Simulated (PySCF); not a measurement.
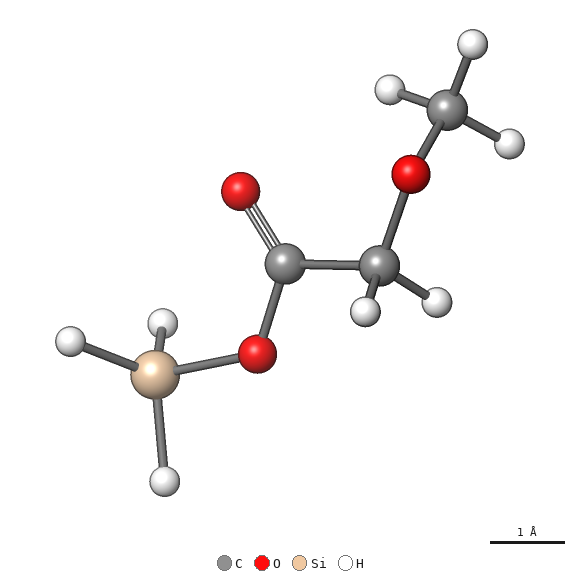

The picture shows a molecular structure as a ball-and-stick model. Double and triple bonds are drawn as two and three sticks.

The geometry was computed by an optimisation with GFN2-xTB. No frequency run is at hand to confirm it as a minimum.

Description:

The molecule is C₃H₈O₃Si. Its SMILES string is `COCC(=O)O[SiH3]`. It has no ring. Among its groups: ether, Si–H bond, Si–O bond. This geometry has C1 symmetry. Coordination: 2 C tetrahedral; 2 O bent; 1 C trigonal planar; 1 Si tetrahedral.

The parts below concern this one geometry. Atoms keep their numbers from picture to picture.

**Shape**

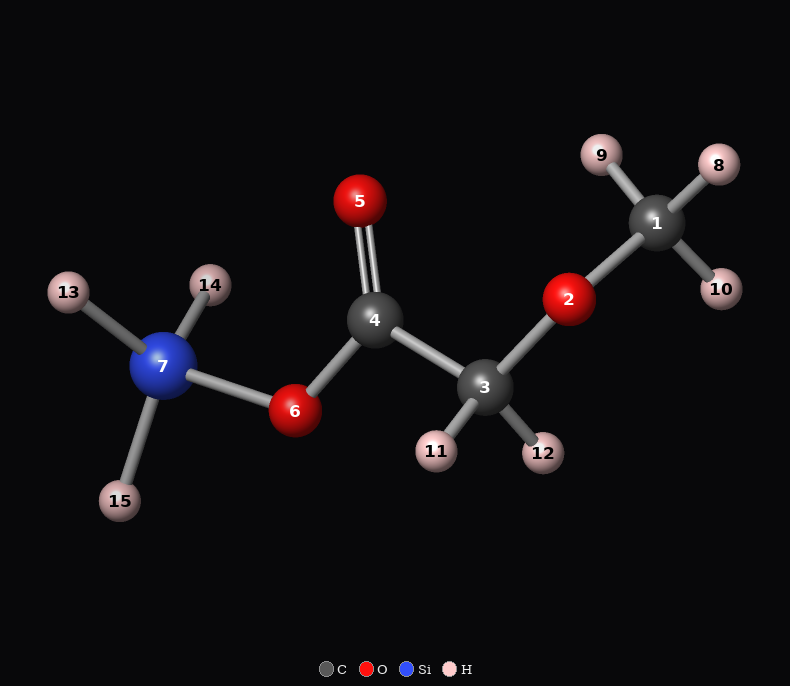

No frequency run is at hand to confirm it as a minimum.

Estimate the angles O2–C1–H8, O2–C1–H9, O2–C1–H10, O2–C3–C4, O2–C3–H12, C3–C4–O5, C3–C4–O6, C4–C3–H11, C4–C3–H12, O5–C4–O6, O6–Si7–H14, O6–Si7–H15.

```csv
angle,degrees
O2–C1–H8,105.9
O2–C1–H9,111.7
O2–C1–H10,110.8
O2–C3–C4,115.2
O2–C3–H12,111.6
C3–C4–O5,126.0
C3–C4–O6,111.3
C4–C3–H11,107.8
C4–C3–H12,107.4
O5–C4–O6,122.7
O6–Si7–H14,109.1
O6–Si7–H15,97.3
```

**Quadrupole coupling**

No frequency run is at hand to confirm it as a minimum. Electric field gradients from the ground-state density, PBE0/pcSseg-1 (PySCF 2.14.0), non-relativistic apart from any core potentials.

Give the largest field-gradient component, the quadrupole coupling constant and the asymmetry for 17O at O2 (Q = −25.6 mb), 17O at O5 (Q = −25.6 mb), 17O at O6 (Q = −25.6 mb), 2H at H8 (Q = 2.86 mb), 2H at H9 (Q = 2.86 mb).

```tsv
atom	V_zz (a.u.)	e²qQ/h (MHz)	η
O2	2.056	−12.36	0.98
O5	−1.565	9.41	0.23
O6	1.357	−8.16	0.10
H8	0.308	0.207	0.07
H9	0.291	0.196	0.06
```

**Polarisability**

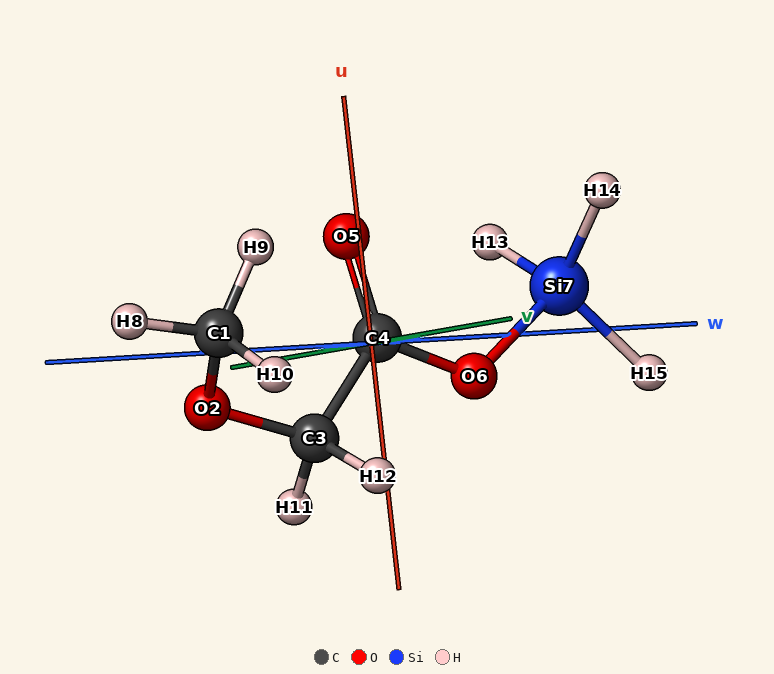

The lines u, v and w are the principal axes of the static dipole polarisability. No frequency run is at hand to confirm it as a minimum. Method: PBE0/def2-SVPD (PySCF 2.14.0).

Question: Along which axis is the molecule most polarisable, and along which least?

Answer: Most along w (close to the long direction C1···Si7), least along v.

Question: Give the three principal values.

Answer: u 69.8, v 61.8, w 88.6 bohr³; mean 73.4, anisotropy 23.8 bohr³.

**Bond orders**

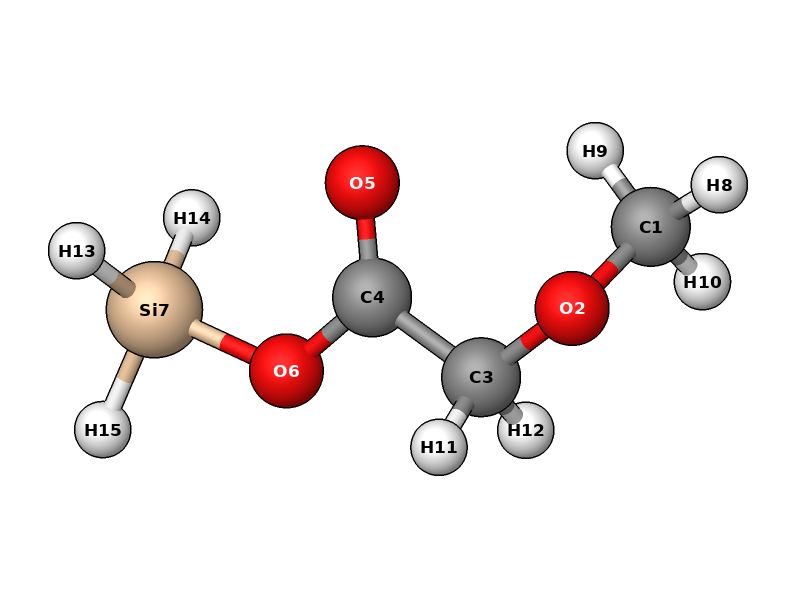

Every bond is drawn as one stick. No frequency run is at hand to confirm it as a minimum. Method: PBE0/pcSseg-1 (PySCF 2.14.0).

Question: Which bond has the lowest Mayer bond order?

Answer: O6–Si7, 0.83, at 1.669 Å.

List the Mayer bond orders of C1–O2, C1–H8, C1–H9, C1–H10, O2–C3, C3–C4, C3–H11, C3–H12, C4–O5, C4–O6, O6–Si7, Si7–H13, Si7–H14, Si7–H15.

| bond | Mayer order | length (Å) |
| --- | --- | --- |
| C1–O2 | 0.92 | 1.412 |
| C1–H8 | 0.98 | 1.088 |
| C1–H9 | 0.95 | 1.092 |
| C1–H10 | 0.96 | 1.097 |
| O2–C3 | 0.98 | 1.397 |
| C3–C4 | 0.93 | 1.522 |
| C3–H11 | 0.94 | 1.094 |
| C3–H12 | 0.93 | 1.104 |
| C4–O5 | 1.94 | 1.200 |
| C4–O6 | 1.06 | 1.324 |
| O6–Si7 | 0.83 | 1.669 |
| Si7–H13 | 0.94 | 1.457 |
| Si7–H14 | 0.94 | 1.458 |
| Si7–H15 | 0.94 | 1.455 |

The geometry is semi-empirical. Around Si such bond lengths and angles can be off by a tenth of an ångström or more and by several degrees, and values that hang on the shape move with them.
